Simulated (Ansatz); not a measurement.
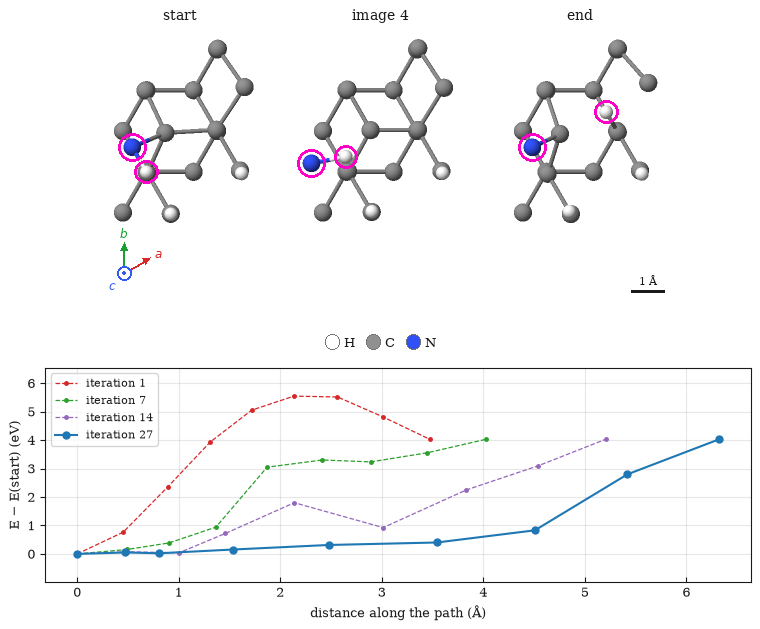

NEB run on NH on C(111), partly H-covered, underside capped with H (24 atoms in the cell). Images are numbered from 0 (start) to 8 (end). The plot follows the band through its iterations. Style: ball-and-stick. Shown: the simulation cell, with the vacuum cut short (origin moved), along the c axis. The atoms that move most are ringed. Bonds to atoms that aren't drawn are left out.

Computed with Ansatz 0.2.0, DFT LDA, scalar-relativistic, plane waves, PAW. Settings: plane-wave cutoff 420 eV; k-point mesh 3 × 3 × 1; Fermi-Dirac smearing 0.02 eV; 12 atoms held fixed; 7 movable images; climbing image; force threshold 0.05 eV/Å; iteration limit 27; optimiser L-BFGS; starting path by image-dependent pair potential.

**Did the band converge, and can the barrier be trusted?**

The result isn't final. The band hadn't converged when the run stopped after 27 iterations. The first iteration put the highest image at 5.54 eV. No barrier shows: the energy is highest at the end, and the end lies 4.03 eV above the start.

Limits of the set-up: the periodic images lie only 5.0 Å apart, so the values are limited by the cell's size.

The run took 29 min on 1 thread of Arm Neoverse V1, with other jobs on the host, peak memory 0.87 GiB.

PAW datasets: the set soft_1.
